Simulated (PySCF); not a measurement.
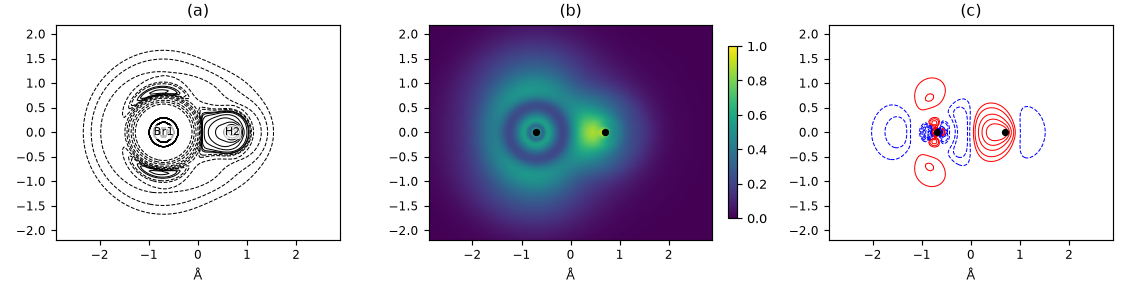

*BrH, SMILES `Br`. Three fields in a plane that holds the bond. (a): solid lines positive, dashed lines negative. (c): solid red lines positive, dashed blue lines negative.*

Method: r2SCAN/def2-SVP; geometry: GFN2-xTB; program: PySCF. No frequency check shows the geometry to be a minimum. GFN2-xTB bond lengths at metals and heavier atoms can be off by up to 0.1 Å and shapes distorted, which carries into these values.

The calculation's input:

```python
import numpy as np
from pyscf import gto, scf, dft
from pyscf.scf import atom_ks, atom_hf
from scipy.linalg import block_diag

def solve(mol, dm0=None, hcore=None):
    mf = (dft.UKS if mol.spin else dft.RKS)(mol, xc='r2scan')
    mf.grids.level = 3
    mf = mf.density_fit(auxbasis='def2-universal-jkfit')
    mf.conv_tol, mf.max_cycle = 1e-8, 80
    if hcore is not None:
        mf.get_hcore = lambda *args: hcore
    mf.kernel(dm0)
    if not mf.converged:
        mf = mf.newton().run(mf.mo_coeff, mf.mo_occ, max_cycle=30)
    assert mf.converged, 'SCF not converged'
    return mf

mol = gto.M(atom='''
Br     0.03893     0.00000     0.00000
H     -1.36266     0.00000     0.00000
''', basis='def2-svp', charge=0, spin=0, verbose=4)
mf = solve(mol)
mf.analyze()
# spherically averaged free atoms, for the promolecule
atm = atom_ks.get_atm_nrks(mol, xc='r2scan')
pro = block_diag(*[(atm[a[0]][2] * atm[a[0]][3]) @ atm[a[0]][2].T for a in mol._atom])
np.savez('result.npz', e=mf.e_tot, c=mf.mo_coeff, occ=mf.mo_occ, eps=mf.mo_energy, pro=pro, dip=mf.dip_moment(verbose=0), s2=mf.spin_square()[0])
```

Launched as:

```sh
OMP_NUM_THREADS=1 python input.py
```

The run took 2.4 s on 1 thread of Intel(R) Xeon(R) Platinum 8488C (Sapphire Rapids), on a shared host, peak memory 0.19 GiB.

Partitions, critical points and surface values were worked out afterwards from this run's density.

### The panels show, in some order, the localised orbital locator (LOL), negative Laplacian of the density (−∇²ρ) and deformation density. Which is which?

(a) is the negative Laplacian of the density (−∇²ρ): shells alternate in sign around each nucleus and valence concentrations outline the bonding and non-bonding pairs. (b) is the localised orbital locator (LOL): it runs from 0 to 1, peaks where electrons are localised, as in bonds, and fades smoothly outside. (c) is the deformation density: it has both signs, with gains where valence electrons gather and losses around them.
